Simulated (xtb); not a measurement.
Geometry relaxation of CuAsH₄O (charge −1) (part 3 of 5)

The same run, continued: CuAsH₄O (Cu(AsH3)(OH)), charge −1, multiplicity 2; GFN2-xTB (xtb 6.7.1). The geometry comes from this level: GFN2-xTB.

Geometry of the input (Å):
```
Cu -0.0314  0.0559  -1.0663
As -0.0677  0.0845  1.1747
H  1.1661  -0.0234  1.9934
H  -0.7910  -0.9195  1.9952
H  -0.5879  1.2266  1.9609
O  -0.0585  0.1530  -2.8074
H  0.3704  -0.5771  -3.2505
```

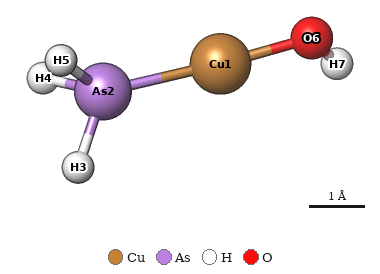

Figure 1. The structure as given in the input (ball-and-stick view, seen at a tilt; atoms are numbered from 1 in the order of the input). Sticks mark near contacts.

What the program printed, continued
```
 iter      E             dE          RMSdq      gap      omega  full diag
   1    -12.5508753 -0.125509E+02  0.127E+00    5.19       0.0  T
   2    -12.5513347 -0.459410E-03  0.128E+00    5.15       1.0  T
   3    -12.5551547 -0.382003E-02  0.535E-01    5.17       1.0  T
   4    -12.5556396 -0.484910E-03  0.471E-01    5.18       1.0  T
   5    -12.5561040 -0.464371E-03  0.130E-01    5.17       1.0  T
   6    -12.5560787  0.253197E-04  0.115E-01    5.18       1.0  T
   7    -12.5561151 -0.364235E-04  0.672E-02    5.18       1.0  T
   8    -12.5561175 -0.238450E-05  0.498E-02    5.18       1.0  T
   9    -12.5561258 -0.834088E-05  0.190E-02    5.18       2.0  T
  10    -12.5561266 -0.775052E-06  0.122E-02    5.18       3.1  T
  11    -12.5561266  0.678844E-08  0.116E-02    5.18       3.3  T
  12    -12.5561271 -0.529818E-06  0.193E-03    5.18      19.5  T
  13    -12.5561271 -0.110801E-07  0.327E-04    5.18     115.6  T
  14    -12.5561271  0.896485E-09  0.497E-04    5.18      76.0  T
     SCC iter.                  ...        0 min,  0.002 sec
     gradient                   ...        0 min,  0.001 sec
 * total energy  :   -12.5255187 Eh     change       -0.2938527E-03 Eh
   gradient norm :     0.0055572 Eh/α   predicted    -0.2668685E-03 (  -9.18%)
   displ. norm   :     0.0688084 α      lambda       -0.1721466E-03
   maximum displ.:     0.0339567 α      in ANC's #7, #8, #2, ...

........................................................................
.............................. CYCLE   15 ..............................
........................................................................

 iter      E             dE          RMSdq      gap      omega  full diag
   1    -12.5568635 -0.125569E+02  0.245E-01    5.18       0.0  T
   2    -12.5568687 -0.513545E-05  0.155E-01    5.17       1.0  T
   3    -12.5568646  0.403623E-05  0.407E-02    5.17       1.0  T
   4    -12.5568623  0.234931E-05  0.563E-02    5.17       1.0  T
   5    -12.5568691 -0.678190E-05  0.267E-02    5.17       1.4  T
   6    -12.5568698 -0.700356E-06  0.130E-02    5.17       2.9  T
   7    -12.5568700 -0.229376E-06  0.253E-03    5.17      14.9  T
   8    -12.5568700 -0.722906E-08  0.813E-04    5.17      46.5  T
   9    -12.5568700  0.144457E-09  0.648E-04    5.17      58.3  T
     SCC iter.                  ...        0 min,  0.001 sec
     gradient                   ...        0 min,  0.001 sec
 * total energy  :   -12.5256377 Eh     change       -0.1190205E-03 Eh
   gradient norm :     0.0041180 Eh/α   predicted    -0.8648189E-04 ( -27.34%)
   displ. norm   :     0.0674167 α      lambda       -0.1507660E-03
   maximum displ.:     0.0468154 α      in ANC's #8, #3, #7, ...

........................................................................
.............................. CYCLE   16 ..............................
........................................................................

 iter      E             dE          RMSdq      gap      omega  full diag
   1    -12.5574883 -0.125575E+02  0.205E-01    5.17       0.0  T
   2    -12.5574843  0.404861E-05  0.126E-01    5.17       1.0  T
   3    -12.5573990  0.853003E-04  0.187E-01    5.17       1.0  T
   4    -12.5574981 -0.990879E-04  0.207E-02    5.17       1.8  T
   5    -12.5574982 -0.123801E-06  0.134E-02    5.17       2.8  T
   6    -12.5574983 -0.100837E-06  0.761E-03    5.17       5.0  T
   7    -12.5574983 -0.226127E-07  0.280E-03    5.17      13.5  T
   8    -12.5574983  0.250055E-07  0.333E-03    5.17      11.3  T
   9    -12.5574983 -0.259278E-07  0.919E-04    5.17      41.1  T
  10    -12.5574983 -0.201331E-08  0.515E-04    5.17      73.4  T
     SCC iter.                  ...        0 min,  0.001 sec
     gradient                   ...        0 min,  0.001 sec
 * total energy  :   -12.5257390 Eh     change       -0.1012999E-03 Eh
   gradient norm :     0.0030360 Eh/α   predicted    -0.7572522E-04 ( -25.25%)
   displ. norm   :     0.0659650 α      lambda       -0.8701323E-04
   maximum displ.:     0.0493974 α      in ANC's #3, #8, #11, ...

........................................................................
.............................. CYCLE   17 ..............................
........................................................................

 iter      E             dE          RMSdq      gap      omega  full diag
   1    -12.5575879 -0.125576E+02  0.156E-01    5.14       0.0  T
   2    -12.5575893 -0.140116E-05  0.107E-01    5.14       1.0  T
   3    -12.5575455  0.438171E-04  0.134E-01    5.14       1.0  T
   4    -12.5575959 -0.503663E-04  0.228E-02    5.14       1.7  T
   5    -12.5575962 -0.317184E-06  0.159E-02    5.14       2.4  T
   6    -12.5575963 -0.682725E-07  0.110E-02    5.14       3.4  T
   7    -12.5575963 -0.455487E-07  0.436E-03    5.14       8.7  T
   8    -12.5575963  0.223024E-08  0.336E-03    5.14      11.3  T
   9    -12.5575963 -0.187089E-07  0.117E-03    5.14      32.4  T
  10    -12.5575963 -0.439788E-08  0.458E-04    5.14      82.6  T
  11    -12.5575963 -0.383926E-09  0.115E-04    5.14     329.6  T
     SCC iter.                  ...        0 min,  0.001 sec
     gradient                   ...        0 min,  0.001 sec
 * total energy  :   -12.5258017 Eh     change       -0.6272565E-04 Eh
   gradient norm :     0.0025695 Eh/α   predicted    -0.4369480E-04 ( -30.34%)
   displ. norm   :     0.0927465 α      lambda       -0.8890311E-04
   maximum displ.:     0.0622181 α      in ANC's #3, #1, #11, ...

........................................................................
.............................. CYCLE   18 ..............................
........................................................................

 iter      E             dE          RMSdq      gap      omega  full diag
   1    -12.5579651 -0.125580E+02  0.218E-01    5.09       0.0  T
   2    -12.5579459  0.192924E-04  0.180E-01    5.09       1.0  T
   3    -12.5579423  0.350443E-05  0.141E-01    5.09       1.0  T
   4    -12.5579830 -0.406792E-04  0.233E-02    5.09       1.6  T
   5    -12.5579834 -0.352891E-06  0.145E-02    5.09       2.6  T
   6    -12.5579835 -0.112404E-06  0.647E-03    5.09       5.8  T
   7    -12.5579835  0.221926E-08  0.503E-03    5.09       7.5  T
   8    -12.5579835 -0.904818E-08  0.354E-03    5.09      10.7  T
   9    -12.5579835 -0.175696E-07  0.127E-03    5.09      29.7  T
  10    -12.5579835 -0.567808E-08  0.495E-04    5.09      76.3  T
  11    -12.5579835 -0.280327E-09  0.120E-04    5.09     316.1  T
     SCC iter.                  ...        0 min,  0.001 sec
     gradient                   ...        0 min,  0.001 sec
 * total energy  :   -12.5258531 Eh     change       -0.5139494E-04 Eh
   gradient norm :     0.0040125 Eh/α   predicted    -0.4483464E-04 ( -12.76%)
   displ. norm   :     0.1040774 α      lambda       -0.9466025E-04
   maximum displ.:     0.0642106 α      in ANC's #3, #4, #2, ...

........................................................................
.............................. CYCLE   19 ..............................
........................................................................

 iter      E             dE          RMSdq      gap      omega  full diag
   1    -12.5573178 -0.125573E+02  0.322E-01    5.07       0.0  T
   2    -12.5573221 -0.422036E-05  0.205E-01    5.07       1.0  T
   3    -12.5573225 -0.417303E-06  0.237E-02    5.07       1.6  T
   4    -12.5573224  0.593832E-07  0.238E-02    5.07       1.6  T
   5    -12.5573231 -0.682394E-06  0.145E-02    5.07       2.6  T
   6    -12.5573229  0.203796E-06  0.137E-02    5.07       2.8  T
   7    -12.5573232 -0.272921E-06  0.479E-03    5.07       7.9  T
   8    -12.5573232 -0.301192E-07  0.181E-03    5.07      20.9  T
   9    -12.5573232 -0.159690E-08  0.970E-04    5.07      39.0  T
  10    -12.5573232 -0.849578E-09  0.545E-04    5.07      69.3  T
     SCC iter.                  ...        0 min,  0.001 sec
     gradient                   ...        0 min,  0.001 sec
 * total energy  :   -12.5259046 Eh     change       -0.5144801E-04 Eh
   gradient norm :     0.0025969 Eh/α   predicted    -0.4784350E-04 (  -7.01%)
   displ. norm   :     0.0810672 α      lambda       -0.8434914E-04
   maximum displ.:     0.0419733 α      in ANC's #1, #4, #2, ...

........................................................................
.............................. CYCLE   20 ..............................
........................................................................

 iter      E             dE          RMSdq      gap      omega  full diag
   1    -12.5575863 -0.125576E+02  0.238E-01    5.07       0.0  T
   2    -12.5575909 -0.463445E-05  0.159E-01    5.06       1.0  T
   3    -12.5575874  0.353120E-05  0.382E-02    5.06       1.0  T
   4    -12.5575877 -0.298203E-06  0.352E-02    5.06       1.1  T
   5    -12.5575917 -0.399771E-05  0.114E-02    5.06       3.3  T
   6    -12.5575917 -0.536601E-07  0.755E-03    5.06       5.0  T
   7    -12.5575918 -0.362573E-07  0.168E-03    5.06      22.5  T
   8    -12.5575918 -0.792987E-09  0.424E-04    5.06      89.2  T
   9    -12.5575918 -0.438760E-11  0.204E-04    5.06     185.5  T
     SCC iter.                  ...        0 min,  0.001 sec
     gradient                   ...        0 min,  0.001 sec
 * total energy  :   -12.5259731 Eh     change       -0.6851600E-04 Eh
   gradient norm :     0.0017973 Eh/α   predicted    -0.4245049E-04 ( -38.04%)
   displ. norm   :     0.2959625 α      lambda       -0.1419933E-03
   maximum displ.:     0.1657358 α      in ANC's #4, #2, #1, ...
 * RMSD in coord.:     0.9081851 α      energy gain  -0.6905718E-01 Eh

generating ANC from exact Hessian ...
Using Lindh-Hessian (1995)
 Shifting diagonal of input Hessian by    9.9186653908124277E-003
 Lowest  eigenvalues of input Hessian
    0.000000    0.000000    0.000000    0.000000    0.000000    0.000000
    0.010000    0.010286    0.010412    0.010848    0.012375    0.012886
    0.017318    0.019580    0.030180    0.080659    0.167504    0.291412
 Highest eigenvalues
    0.080659    0.167504    0.291412    0.464651    0.854472    1.308091

........................................................................
.............................. CYCLE   21 ..............................
........................................................................

 iter      E             dE          RMSdq      gap      omega  full diag
   1    -12.5578038 -0.125578E+02  0.874E-01    5.03       0.0  T
   2    -12.5577452  0.585619E-04  0.620E-01    5.02       1.0  T
   3    -12.5572219  0.523377E-03  0.475E-01    5.02       1.0  T
   4    -12.5578613 -0.639440E-03  0.115E-01    5.02       1.0  T
   5    -12.5578843 -0.230351E-04  0.539E-02    5.02       1.0  T
   6    -12.5578793  0.505616E-05  0.554E-02    5.02       1.0  T
   7    -12.5578867 -0.744707E-05  0.206E-02    5.02       1.8  T
   8    -12.5578881 -0.138435E-05  0.313E-03    5.02      12.1  T
   9    -12.5578881  0.110530E-08  0.122E-03    5.02      31.0  T
  10    -12.5578881 -0.248249E-08  0.632E-04    5.02      59.8  T
  11    -12.5578881 -0.985448E-09  0.213E-04    5.02     177.3  T
     SCC iter.                  ...        0 min,  0.001 sec
     gradient                   ...        0 min,  0.001 sec
 * total energy  :   -12.5260439 Eh     change       -0.7080993E-04 Eh
   gradient norm :     0.0013507 Eh/α   predicted     0.0000000E+00 (-100.00%)
   displ. norm   :     0.0875826 α      lambda       -0.4467816E-04
   maximum displ.:     0.0656842 α      in ANC's #4, #5, #2, ...

........................................................................
.............................. CYCLE   22 ..............................
........................................................................

 iter      E             dE          RMSdq      gap      omega  full diag
   1    -12.5578526 -0.125579E+02  0.299E-01    5.04       0.0  T
   2    -12.5577953  0.572603E-04  0.241E-01    5.04       1.0  T
   3    -12.5578449 -0.495178E-04  0.169E-01    5.04       1.0  T
   4    -12.5578952 -0.503808E-04  0.364E-02    5.04       1.0  T
   5    -12.5578983 -0.308217E-05  0.146E-02    5.04       2.6  T
   6    -12.5578981  0.169908E-06  0.105E-02    5.04       3.6  T
   7    -12.5578984 -0.251425E-06  0.383E-03    5.04       9.9  T
   8    -12.5578984 -0.322607E-07  0.154E-03    5.04      24.5  T
   9    -12.5578984  0.176402E-08  0.901E-04    5.04      41.9  T
  10    -12.5578984 -0.227957E-08  0.484E-04    5.04      78.0  T
     SCC iter.                  ...        0 min,  0.001 sec
     gradient                   ...        0 min,  0.001 sec
 * total energy  :   -12.5260345 Eh     change        0.9417996E-05 Eh
   gradient norm :     0.0019334 Eh/α   predicted    -0.2241535E-04 (-338.01%)
   displ. norm   :     0.0483272 α      lambda       -0.4479488E-04
   maximum displ.:     0.0317738 α      in ANC's #5, #4, #2, ...

........................................................................
.............................. CYCLE   23 ..............................
........................................................................

 iter      E             dE          RMSdq      gap      omega  full diag
   1    -12.5580932 -0.125581E+02  0.164E-01    5.04       0.0  T
   2    -12.5580873  0.590100E-05  0.111E-01    5.03       1.0  T
   3    -12.5580632  0.240736E-04  0.129E-01    5.03       1.0  T
   4    -12.5581043 -0.410384E-04  0.364E-02    5.04       1.0  T
   5    -12.5581043  0.872889E-08  0.272E-02    5.04       1.4  T
   6    -12.5581052 -0.969976E-06  0.841E-03    5.04       4.5  T
   7    -12.5581053 -0.446236E-07  0.262E-03    5.04      14.4  T
   8    -12.5581053  0.566363E-08  0.202E-03    5.04      18.7  T
   9    -12.5581053 -0.148603E-07  0.294E-04    5.04     128.7  T
  10    -12.5581053 -0.366516E-10  0.984E-05    5.04     384.0  T
     SCC iter.                  ...        0 min,  0.001 sec
     gradient                   ...        0 min,  0.001 sec
 * total energy  :   -12.5260654 Eh     change       -0.3096878E-04 Eh
   gradient norm :     0.0008122 Eh/α   predicted    -0.2242060E-04 ( -27.60%)
   displ. norm   :     0.0526093 α      lambda       -0.1746441E-04
   maximum displ.:     0.0325849 α      in ANC's #1, #6, #5, ...

........................................................................
.............................. CYCLE   24 ..............................
........................................................................

 iter      E             dE          RMSdq      gap      omega  full diag
   1    -12.5580787 -0.125581E+02  0.195E-01    5.00       0.0  T
   2    -12.5579651  0.113623E-03  0.252E-01    5.00       1.0  T
   3    -12.5581583 -0.193251E-03  0.717E-02    5.00       1.0  T
   4    -12.5581593 -0.101020E-05  0.326E-02    5.00       1.2  T
   5    -12.5581612 -0.190324E-05  0.134E-02    5.00       2.8  T
   6    -12.5581610  0.238846E-06  0.115E-02    5.00       3.3  T
   7    -12.5581613 -0.304595E-06  0.269E-03    5.00      14.1  T
   8    -12.5581613 -0.727220E-08  0.175E-03    5.00      21.6  T
   9    -12.5581613 -0.788623E-08  0.105E-03    5.00      35.9  T
  10    -12.5581613 -0.296385E-08  0.408E-04    5.00      92.5  T
  11    -12.5581613 -0.428495E-09  0.102E-04    5.00     370.0  T
     SCC iter.                  ...        0 min,  0.001 sec
     gradient                   ...        0 min,  0.001 sec
 * total energy  :   -12.5260581 Eh     change        0.7356602E-05 Eh
   gradient norm :     0.0013129 Eh/α   predicted    -0.8744794E-05 (-218.87%)
   displ. norm   :     0.0313220 α      lambda       -0.1938836E-04
   maximum displ.:     0.0155215 α      in ANC's #2, #6, #3, ...

........................................................................
.............................. CYCLE   25 ..............................
........................................................................

 iter      E             dE          RMSdq      gap      omega  full diag
   1    -12.5580185 -0.125580E+02  0.136E-01    5.03       0.0  T
   2    -12.5579625  0.560164E-04  0.194E-01    5.03       1.0  T
   3    -12.5580664 -0.103943E-03  0.563E-02    5.03       1.0  T
   4    -12.5580670 -0.593702E-06  0.176E-02    5.03       2.1  T
   5    -12.5580675 -0.451033E-06  0.136E-02    5.03       2.8  T
   6    -12.5580677 -0.204404E-06  0.767E-03    5.03       4.9  T
   7    -12.5580678 -0.152484E-06  0.256E-03    5.03      14.7  T
   8    -12.5580678 -0.419681E-08  0.983E-04    5.03      38.4  T
   9    -12.5580678 -0.227963E-08  0.649E-04    5.03      58.2  T
     SCC iter.                  ...        0 min,  0.001 sec
     gradient                   ...        0 min,  0.001 sec
 * total energy  :   -12.5260729 Eh     change       -0.1486075E-04 Eh
   gradient norm :     0.0004854 Eh/α   predicted    -0.9699647E-05 ( -34.73%)
   displ. norm   :     0.0210411 α      lambda       -0.2203473E-05
   maximum displ.:     0.0132481 α      in ANC's #3, #4, #6, ...
```
